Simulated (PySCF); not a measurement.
**SiHCl3 (trichlorosilane) at 6 levels**

Wanted: a comparison of 6 runs (HF/3-21G, B3LYP/6-31G*, BHLYP/def2-SVPD, M06-L/def2-SVPD, PBE0/def2-SVPD, wB97X/def2-SVPD) of SiHCl3 (trichlorosilane). The job is set up through a Python script.

The results are computed with PySCF 2.14.0.

2 further runs of the same task are left out: 2 set aside as unsound or not needed.

### Step 1. The molecule

SiHCl3 has 5 atoms, charge 0, and is taken as a singlet. As SMILES, `Cl[SiH](Cl)Cl`. The Si2–Cl3 distance was set to 3.653 Å, away from the relaxed value. At this shape a bond of the SMILES string is far longer than usual.

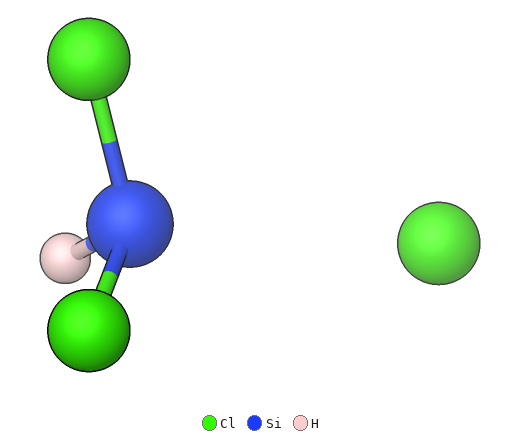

The structure, seen from a chosen angle (chlorine green, silicon blue, hydrogen pink).

### Step 2. A single-point energy at HF/3-21G (run 1)

input.py

```python
from pyscf import gto, scf

molecule = gto.Mole()
molecule.atom = '''
Cl   1.611732  -2.128501   1.345252
Si  -0.160498  -1.569761   0.528812
Cl   0.017700   1.933700  -0.491290
Cl  -0.555218  -2.727591  -1.090818
H   -1.230508  -1.736131   1.521522
'''
molecule.basis = '3-21g'
molecule.verbose = 3
molecule.max_memory = 1860
molecule.build()

hf = scf.RHF(molecule)
hf.conv_tol = 1e-10
hf.kernel()
if not hf.converged:
    hf = hf.newton().run(hf.mo_coeff, hf.mo_occ)

etot = hf.e_tot
print('Final energy', etot)
```

On the command line:

```
$ OMP_NUM_THREADS=1 python input.py
```

What it wrote:

```text
converged SCF energy = -1659.82923310858
Final energy -1659.8292331085847
```

Wall time 0.66 s (1 thread of Arm Neoverse V2, shared host); peak memory 0.11 GiB.

### Step 3. A single-point energy at B3LYP/6-31G(d) (spherical functions) (run 2)

input.py

```python
from pyscf import gto, dft

mol = gto.M(
    atom='''
Cl     1.611732    -2.128501     1.345252
Si    -0.160498    -1.569761     0.528812
Cl     0.017700     1.933700    -0.491290
Cl    -0.555218    -2.727591    -1.090818
H     -1.230508    -1.736131     1.521522
''',
    charge=0,
    basis='6-31g*',
    verbose=3,
    spin=0,
    max_memory=1860,
)

mf = dft.RKS(mol, xc='b3lyp')
mf.grids.level = 5
mf.conv_tol = 1e-10
mf.kernel()
if not mf.converged:
    mf = mf.newton().run(mf.mo_coeff, mf.mo_occ)

e_final = mf.e_tot
print('Final energy', e_final)
```

On the command line:

```
$ OMP_NUM_THREADS=1 python input.py
```

What it wrote:

```text
converged SCF energy = -1670.67666441164
Final energy -1670.6766644116449
```

Wall time 14 s (1 thread of Arm Neoverse V2, shared host); peak memory 0.39 GiB.

Runs 3 to 4 aren't shown in full; the table further down has their settings and results.

### Step 4. A single-point energy at PBE0/def2-SVPD (run 5)

calc.py

```python
from pyscf import gto, dft

mol = gto.M(
    atom='''
Cl     1.611732    -2.128501     1.345252
Si    -0.160498    -1.569761     0.528812
Cl     0.017700     1.933700    -0.491290
Cl    -0.555218    -2.727591    -1.090818
H     -1.230508    -1.736131     1.521522
''',
    max_memory=1860,
    verbose=3,
    basis='def2-svpd',
)

mf = dft.RKS(mol, xc='pbe0')
mf.conv_tol = 1e-10
mf.grids.level = 5
mf.kernel()
if not mf.converged:
    mf = mf.newton().run(mf.mo_coeff, mf.mo_occ)

e_final = mf.e_tot
print('Final energy', e_final)
```

On the command line:

```
$ OMP_NUM_THREADS=1 python calc.py
```

What it wrote:

```text
converged SCF energy = -1669.61685464263
Final energy -1669.6168546426288
```

Wall time 24 s (1 thread of Arm Neoverse V2, shared host); peak memory 0.61 GiB.

### Step 5. A single-point energy at wB97X/def2-SVPD (run 6)

run.py

```python
from pyscf import gto, dft

mol = gto.Mole()
mol.atom = '''
Cl     3.045732    -4.022284     2.542158
Si    -0.303297    -2.966418     0.999310
Cl     0.033448     3.654163    -0.928404
Cl    -1.049210    -5.154400    -2.061347
H     -2.325323    -3.280812     2.875260
'''
mol.spin = 0
mol.unit = 'bohr'
mol.max_memory = 1860
mol.basis = 'def2-svpd'
mol.verbose = 3
mol.build()

calc0 = dft.RKS(mol, xc='wb97x')
calc0.grids.level = 5
calc0.conv_tol = 1e-10
calc0.kernel()
if not calc0.converged:
    calc0 = calc0.newton().run(calc0.mo_coeff, calc0.mo_occ)

e_tot = calc0.e_tot
print('Final energy', e_tot)
```

On the command line:

```
$ OMP_NUM_THREADS=1 python run.py
```

What it wrote:

```text
converged SCF energy = -1670.17232605945
Final energy -1670.1723260594451
```

Run time: 38 s. Hardware: 1 thread of Arm Neoverse V2, shared host; peak memory 0.61 GiB.

### Step 6. The series

| run | level | integration grid | energy (Eh) | dipole moment (D) | HOMO energy (eV) | LUMO energy (eV) | wall time |
| --- | --- | --- | --- | --- | --- | --- | --- |
| 1 | HF/3-21G | – | -1659.829233 | 7.35 | -9.79 | -3.19 | 0.66 s |
| 2 | B3LYP/6-31G* (spherical functions) | 5 | -1670.676664 | 6.30 | -7.16 | -5.39 | 14 s |
| 3 | BHLYP/def2-SVPD | 5 | -1670.184340 | 7.59 | -8.60 | -4.67 | 25 s |
| 4 | M06-L/def2-SVPD | 5 | -1670.209154 | 6.66 | -6.33 | -5.85 | 55 s |
| 5 | PBE0/def2-SVPD | 5 | -1669.616855 | 6.98 | -7.53 | -5.34 | 24 s |
| 6 | wB97X/def2-SVPD | 5 | -1670.172326 | 7.95 | -9.69 | -3.61 | 38 s |

### Step 7. Results

```
            quantity           value
 run 6: total energy  -1670.17233 Eh
run 6: dipole moment          7.95 D
  run 6: HOMO energy        -9.69 eV
  run 6: LUMO energy        -3.61 eV
run 6: HOMO–LUMO gap         6.08 eV
```

In words: The dipole moment (its size) runs from 6.30 D (B3LYP/6-31G*) to 7.95 D (wB97X/def2-SVPD). The two ends differ in method and basis. The HOMO–LUMO gap runs from 0.49 eV (M06-L/def2-SVPD) to 6.60 eV (HF/3-21G). Totals of different functionals can't be ranked against each other. In runs 1, 2, 3, 4, 5, 6 a closed-shell determinant meets a far-stretched bond, which it describes badly. All runs together took 2.6 min, the longest 55 s.
